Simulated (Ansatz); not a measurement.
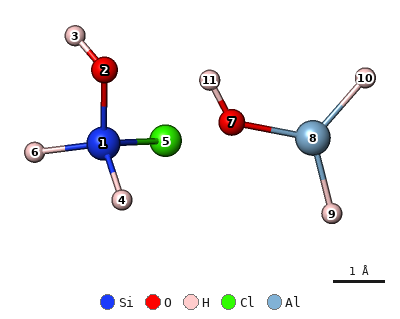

AlSiH6O2Cl, before the relaxation. The picture is a ball-and-stick view, seen at a tilt.

The run prepares an end point of a later path (reaction) calculation, from a guessed geometry.

Computed with RHF/def2-SVP (Ansatz).

Input
```yaml
crystal:
  periodic: [false, false, false]
  atoms:
    - { symbol: Si, position_ang: [-0.243572, -0.369871, 0.13079] }
    - { symbol: O, position_ang: [-0.998449, -0.065521, 1.582768] }
    - { symbol: H, position_ang: [-1.943833, -0.0278, 1.575718] }
    - { symbol: H, position_ang: [1.040474, -1.034647, 0.308288] }
    - { symbol: Cl, position_ang: [-0.016047, 1.375726, -0.985172] }
    - { symbol: H, position_ang: [-1.165474, -1.195981, -0.676499] }
    - { symbol: O, position_ang: [1.498214, 1.077739, 1.922521] }
    - { symbol: Al, position_ang: [2.5922, 2.354527, 1.668973] }
    - { symbol: H, position_ang: [3.788187, 2.079766, 0.68832] }
    - { symbol: H, position_ang: [2.395125, 3.726978, 2.425178] }
    - { symbol: H, position_ang: [0.701876, 1.035984, 2.469015] }
basis:
  gaussian: { orbitals: def2-SVP }
hamiltonian:
  xc: hf
relax:
  f_tol: 0.03
  max_steps: 50
```

Command:
```bash
ansatz run input.yaml --threads 2 --pin off --max-ram 3072MiB --backend cpu --events-out ev --progress --plain --runs-dir out
```

Predict the outcome.

The largest move after the best rigid fit is that of H10, 1.09 Å. By element the largest moves are H 1.09 Å, Cl 0.64 Å, O 0.59 Å, Al 0.40 Å, Si 0.04 Å. Among the contacts that change: Cl5–Al8 3.848 → 2.875 Å, Si1–Cl5 2.084 → 2.114 Å, Si1–O2 1.665 → 1.635 Å, O7–H11 0.967 → 0.942 Å. Bond angles that change, for instance: Si1–O2–H3 117.0° → 121.1°, O2–Si1–H6 107.2° → 111.0°, Al8–O7–H11 130.3° → 127.1°. Over 16 accepted moves (17 points after the start) the energy falls by 14.9 kJ/mol. The largest force component goes from 1.1 to 0.03 eV/Å. The line search rejected the trial step at point 9 of the run. The forces were under the threshold at step 12, but the run went on from there.

Final geometry:

```xyz
11

Si   -0.2324   -0.3359    0.1568
O    -0.9809    0.0165    1.5671
H    -1.8129    0.4631    1.5800
H     0.8576   -1.2750    0.3775
Cl    0.5507    1.4331   -0.6963
H    -1.1986   -0.7944   -0.8524
O     1.8958    0.7742    2.2378
Al    2.2820    2.2418    1.4518
H     3.6135    2.2617    0.6154
H     1.4943    3.5546    1.8428
H     1.1796    0.6172    2.8295
```

After the run, drawn alike:

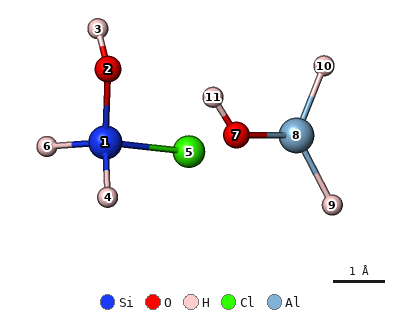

Limits of the set-up: the start holds two separate molecules, 2.2 Å apart at their closest, whose relative position is a soft coordinate and is computed without a dispersion correction; Hartree-Fock leaves out electron correlation.
